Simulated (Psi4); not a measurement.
**Frequency calculation, with input and output: SiSe (part 2 of 3)**

SiSe; B3LYP/STO-3G, RKS (Psi4 1.11). The geometry was optimised with B3LYP/STO-3G.

Geometry of the input (Å):
```
Si -0.0069  0.0801  0.0230
Se -0.0653  -0.0156  2.0644
```

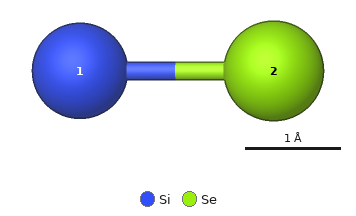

Fig. 1: The input geometry (ball-and-stick view, seen on its broad side; atoms are numbered from 1 in the order of the input).

## What the program printed, continued
```
    Nuclear Repulsion Energy =            123.1714982246076318
    One-Electron Energy =               -3971.9979900937123602
    Two-Electron Energy =                1275.2634344476480237
    DFT Exchange-Correlation Energy =     -87.4274296016021992
    Empirical Dispersion Energy =           0.0000000000000000
    VV10 Nonlocal Energy =                  0.0000000000000000
    Total Energy =                      -2660.9904870230589040

Computation Completed

Properties will be evaluated at   0.000000,   0.000000,   0.000000 [a0]

Properties computed using the SCF density matrix

 Multipole Moments:

 ------------------------------------------------------------------------------------
     Multipole            Electronic (a.u.)      Nuclear  (a.u.)        Total (a.u.)
 ------------------------------------------------------------------------------------

 L = 1.  Multiply by 2.5417464519 to convert [e a0] to [Debye]
 Dipole X            :          0.0000000            0.0000000            0.0000000
 Dipole Y            :          0.0000000            0.0000000            0.0000000
 Dipole Z            :          5.0906536           -6.0036673           -0.9130137
 Magnitude           :                                                    0.9130137

 ------------------------------------------------------------------------------------

	total time  =          0 seconds =       0.00 minutes

         ------------------------------------------------------------
                                   SCF GRAD
         ------------------------------------------------------------

  ==> Geometry <==

    Molecular point group: c2v
    Full point group: C_inf_v

    Geometry (in Bohr), charge = 0, multiplicity = 1:

       Center              X                  Y                   Z               Mass
    ------------   -----------------  -----------------  -----------------  -----------------
         SI           0.000000000000     0.000000000000    -2.862452106016    27.976926534650
         SE           0.000000000000     0.000000000000     1.002078299646    79.916521800000

  Nuclear repulsion =  123.171498224607632

   => Molecular Quadrature <=

    Radial Scheme          =       TREUTLER
    Pruning Scheme         =           NONE
    Nuclear Scheme         =       TREUTLER

    Blocking Scheme        =         OCTREE
    BS radius alpha        =              1
    Pruning alpha          =              1
    Radial Points          =             75
    Spherical Points       =            302
    Total Points           =          38666
    Total Blocks           =            351
    Max Points             =            255
    Max Functions          =             26
    Weights Tolerance      =       1.00E-15

  -Total Gradient:
     Atom            X                  Y                   Z
    ------   -----------------  -----------------  -----------------
       1       -0.000000000000     0.000000000000    -0.000045614232
       2       -0.000000000000     0.000000000000     0.000199629479

	total time  =          0 seconds =       0.00 minutes

    Psi4 run time: 0:00:00.93

    -----------------------------------------------------------------------
                               Psi4 1.11 release

    h
    h
    h

    -----------------------------------------------------------------------

    Memory:     1.5 GiB
    Threads:    1
                ecpint, einsums, f̶o̶r̶t̶e̶, gauxc, gcp, g̶d̶m̶a̶, geometric, g̶p̶u̶_̶d̶f̶c̶c̶,
                i̶n̶t̶e̶g̶r̶a̶t̶o̶r̶x̶x̶, i̶p̶i̶, libefp, m̶d̶i̶, m̶p̶2̶d̶, m̶r̶c̶c̶, ooo,
                o̶p̶e̶n̶f̶e̶r̶m̶i̶o̶n̶p̶s̶i̶4̶, pcmsolver, p̶s̶i̶4̶f̶o̶c̶k̶c̶i̶, p̶s̶i̶x̶a̶s̶,
                p̶y̶e̶i̶n̶s̶u̶m̶s̶, r̶e̶s̶p̶, s̶i̶m̶i̶n̶t̶, s̶n̶s̶m̶p̶2̶,
                v̶2̶r̶d̶m̶_̶c̶a̶s̶s̶c̶f̶

gradient() will perform analytic gradient computation.

  ==> Geometry <==

    Molecular point group: c2v
    Full point group: C_inf_v

    Geometry (in Bohr), charge = 0, multiplicity = 1:

       Center              X                  Y                   Z               Mass
    ------------   -----------------  -----------------  -----------------  -----------------
         SI           0.000000000000     0.000000000000    -2.860824981649    27.976926534650
         SE           0.000000000000     0.000000000000     1.001508681026    79.916521800000

  Running in c2v symmetry.

  Rotational constants: A = ************  B =      0.19474  C =      0.19474 [cm^-1]
  Rotational constants: A = ************  B =   5838.13123  C =   5838.13123 [MHz]
  Nuclear repulsion =  123.241553312693227

  Charge       = 0
  Multiplicity = 1
  Electrons    = 48
  Nalpha       = 24
  Nbeta        = 24

   => Auxiliary Basis Set <=

  Basis Set: DEF2-UNIVERSAL-JKFIT
    Blend: DEF2-UNIVERSAL-JKFIT
    Number of shells: 98
    Number of basis functions: 394
    Number of Cartesian functions: 526
    Spherical Harmonics?: true
    Max angular momentum: 5

  Cached 100.0% of DFT collocation blocks in 0.021 [GiB].

  Minimum eigenvalue in the overlap matrix is 2.9334293899E-01.
  Reciprocal condition number of the overlap matrix is 1.6241543243E-01.
    Using symmetric orthogonalization.

  ==> Iterations <==

                           Total Energy        Delta E     RMS |[F,P]|

   @DF-RKS iter SAD: -2658.96647270932681   -2.65897e+03   0.00000e+00
   @DF-RKS iter   1: -2660.63223659625055   -1.66576e+00   2.87125e-02 ADIIS/DIIS
   @DF-RKS iter   2: -2658.39309748067717    2.23914e+00   7.78420e-02 ADIIS/DIIS
   @DF-RKS iter   3: -2660.88711112104056   -2.49401e+00   2.16892e-02 ADIIS/DIIS
   @DF-RKS iter   4: -2660.98614764350941   -9.90365e-02   4.19742e-03 ADIIS/DIIS
   @DF-RKS iter   5: -2660.99024896467654   -4.10132e-03   9.76437e-04 ADIIS/DIIS
   @DF-RKS iter   6: -2660.99048389047084   -2.34926e-04   9.66400e-05 DIIS
   @DF-RKS iter   7: -2660.99048611784110   -2.22737e-06   1.38466e-05 DIIS
   @DF-RKS iter   8: -2660.99048616542677   -4.75857e-08   8.55134e-07 DIIS
   @DF-RKS iter   9: -2660.99048616560549   -1.78716e-10   2.52858e-09 DIIS
  Energy and wave function converged.

  ==> Post-Iterations <==

   Electrons on quadrature grid:
      Ntotal   =   48.0000140988 ; deviation = 1.410e-05

    Final Occupation by Irrep:
             A1    A2    B1    B2
    DOCC [    13,    1,    5,    5 ]
    NA   [    13,    1,    5,    5 ]
    NB   [    13,    1,    5,    5 ]

  @DF-RKS Final Energy: -2660.99048616560549

   => Energetics <=

    Nuclear Repulsion Energy =            123.2415533126932274
    One-Electron Energy =               -3972.1312844331341694
    Two-Electron Energy =                1275.3268281743780790
    DFT Exchange-Correlation Energy =     -87.4275832195427114
    Empirical Dispersion Energy =           0.0000000000000000
    VV10 Nonlocal Energy =                  0.0000000000000000
    Total Energy =                      -2660.9904861656054891

Computation Completed

Properties will be evaluated at   0.000000,   0.000000,   0.000000 [a0]

Properties computed using the SCF density matrix

 Multipole Moments:

 ------------------------------------------------------------------------------------
     Multipole            Electronic (a.u.)      Nuclear  (a.u.)        Total (a.u.)
 ------------------------------------------------------------------------------------

 L = 1.  Multiply by 2.5417464519 to convert [e a0] to [Debye]
 Dipole X            :          0.0000000            0.0000000            0.0000000
 Dipole Y            :          0.0000000            0.0000000            0.0000000
 Dipole Z            :          5.0887729           -6.0002546           -0.9114817
 Magnitude           :                                                    0.9114817

 ------------------------------------------------------------------------------------

	total time  =          0 seconds =       0.00 minutes

         ------------------------------------------------------------
                                   SCF GRAD
         ------------------------------------------------------------

  ==> Geometry <==

    Molecular point group: c2v
    Full point group: C_inf_v

    Geometry (in Bohr), charge = 0, multiplicity = 1:

       Center              X                  Y                   Z               Mass
    ------------   -----------------  -----------------  -----------------  -----------------
         SI           0.000000000000     0.000000000000    -2.860824981649    27.976926534650
         SE           0.000000000000     0.000000000000     1.001508681026    79.916521800000

  Nuclear repulsion =  123.241553312693227

   => Molecular Quadrature <=

    Radial Scheme          =       TREUTLER
    Pruning Scheme         =           NONE
    Nuclear Scheme         =       TREUTLER

    Blocking Scheme        =         OCTREE
    BS radius alpha        =              1
    Pruning alpha          =              1
    Radial Points          =             75
    Spherical Points       =            302
    Total Points           =          38666
    Total Blocks           =            351
    Max Points             =            255
    Max Functions          =             26
    Weights Tolerance      =       1.00E-15

  -Total Gradient:
     Atom            X                  Y                   Z
    ------   -----------------  -----------------  -----------------
       1        0.000000000000     0.000000000000     0.000715044503
       2       -0.000000000000     0.000000000000    -0.000560641483

	total time  =          0 seconds =       0.00 minutes

    Psi4 run time: 0:00:00.92

    -----------------------------------------------------------------------
                               Psi4 1.11 release

    h
    h
    h

    -----------------------------------------------------------------------

    Memory:     1.5 GiB
    Threads:    1
                ecpint, einsums, f̶o̶r̶t̶e̶, gauxc, gcp, g̶d̶m̶a̶, geometric, g̶p̶u̶_̶d̶f̶c̶c̶,
                i̶n̶t̶e̶g̶r̶a̶t̶o̶r̶x̶x̶, i̶p̶i̶, libefp, m̶d̶i̶, m̶p̶2̶d̶, m̶r̶c̶c̶, ooo,
                o̶p̶e̶n̶f̶e̶r̶m̶i̶o̶n̶p̶s̶i̶4̶, pcmsolver, p̶s̶i̶4̶f̶o̶c̶k̶c̶i̶, p̶s̶i̶x̶a̶s̶,
                p̶y̶e̶i̶n̶s̶u̶m̶s̶, r̶e̶s̶p̶, s̶i̶m̶i̶n̶t̶, s̶n̶s̶m̶p̶2̶,
                v̶2̶r̶d̶m̶_̶c̶a̶s̶s̶c̶f̶

gradient() will perform analytic gradient computation.

  ==> Geometry <==

    Molecular point group: cs
    Full point group: C_inf_v

    Geometry (in Bohr), charge = 0, multiplicity = 1:

       Center              X                  Y                   Z               Mass
    ------------   -----------------  -----------------  -----------------  -----------------
         SI          -0.000813562184     0.000000000000    -2.861638543833    27.976926534650
         SE           0.000284809310     0.000000000000     1.001793490336    79.916521800000

  Running in cs symmetry.

  Rotational constants: A = ************  B =      0.19463  C =      0.19463 [cm^-1]
  Rotational constants: A = ************  B =   5834.81167  C =   5834.81167 [MHz]
  Nuclear repulsion =  123.206510831185355

  Charge       = 0
  Multiplicity = 1
  Electrons    = 48
  Nalpha       = 24
  Nbeta        = 24

   => Molecular Quadrature <=

    Radial Scheme          =       TREUTLER
    Pruning Scheme         =           NONE
    Nuclear Scheme         =       TREUTLER

    Blocking Scheme        =         OCTREE
    BS radius alpha        =              1
    Pruning alpha          =              1
    Radial Points          =             75
    Spherical Points       =            302
    Total Points           =          38666
    Total Blocks           =            349
    Max Points             =            256
    Max Functions          =             26
    Weights Tolerance      =       1.00E-15

   => Auxiliary Basis Set <=

  Basis Set: DEF2-UNIVERSAL-JKFIT
    Blend: DEF2-UNIVERSAL-JKFIT
    Number of shells: 98
    Number of basis functions: 394
    Number of Cartesian functions: 526
    Spherical Harmonics?: true
    Max angular momentum: 5

  Cached 100.0% of DFT collocation blocks in 0.021 [GiB].

  Minimum eigenvalue in the overlap matrix is 2.9361410609E-01.
  Reciprocal condition number of the overlap matrix is 1.6259655821E-01.
    Using symmetric orthogonalization.

  ==> Pre-Iterations <==

  SCF Guess: Superposition of Atomic Densities via on-the-fly atomic UHF (no occupation information).

   -------------------------
    Irrep   Nso     Nmo
   -------------------------
     A'        20      20
     A"         7       7
   -------------------------
    Total      27      27
   -------------------------

  ==> Iterations <==

                           Total Energy        Delta E     RMS |[F,P]|

   @DF-RKS iter SAD: -2658.96585647791517   -2.65897e+03   0.00000e+00
   @DF-RKS iter   1: -2660.63202703856632   -1.66617e+00   2.22231e-02 ADIIS/DIIS
   @DF-RKS iter   2: -2658.39036622405229    2.24166e+00   6.02490e-02 ADIIS/DIIS
   @DF-RKS iter   3: -2660.94693515834251   -2.55657e+00   1.07149e-02 ADIIS/DIIS
   @DF-RKS iter   4: -2660.98211868625458   -3.51835e-02   4.55970e-03 ADIIS/DIIS
   @DF-RKS iter   5: -2660.98971586789321   -7.59718e-03   1.34803e-03 ADIIS/DIIS
   @DF-RKS iter   6: -2660.99047510351920   -7.59236e-04   1.68210e-04 ADIIS/DIIS
   @DF-RKS iter   7: -2660.99048677742303   -1.16739e-05   7.66737e-06 DIIS
   @DF-RKS iter   8: -2660.99048680166470   -2.42417e-08   4.35080e-08 DIIS
   @DF-RKS iter   9: -2660.99048680166425    4.54747e-13   2.80792e-08 DIIS
   @DF-RKS iter  10: -2660.99048680166425    0.00000e+00   8.54125e-10 DIIS
  Energy and wave function converged.

  ==> Post-Iterations <==

   Electrons on quadrature grid:
      Ntotal   =   48.0000141247 ; deviation = 1.412e-05

    Final Occupation by Irrep:
             Ap   App
    DOCC [    18,    6 ]
    NA   [    18,    6 ]
    NB   [    18,    6 ]

  @DF-RKS Final Energy: -2660.99048680166425

   => Energetics <=

    Nuclear Repulsion Energy =            123.2065108311853550
    One-Electron Energy =               -3972.0646098528636685
    Two-Electron Energy =                1275.2951185752860965
    DFT Exchange-Correlation Energy =     -87.4275063552719729
    Empirical Dispersion Energy =           0.0000000000000000
    VV10 Nonlocal Energy =                  0.0000000000000000
    Total Energy =                      -2660.9904868016642467

Computation Completed

Properties will be evaluated at   0.000000,   0.000000,   0.000000 [a0]
```
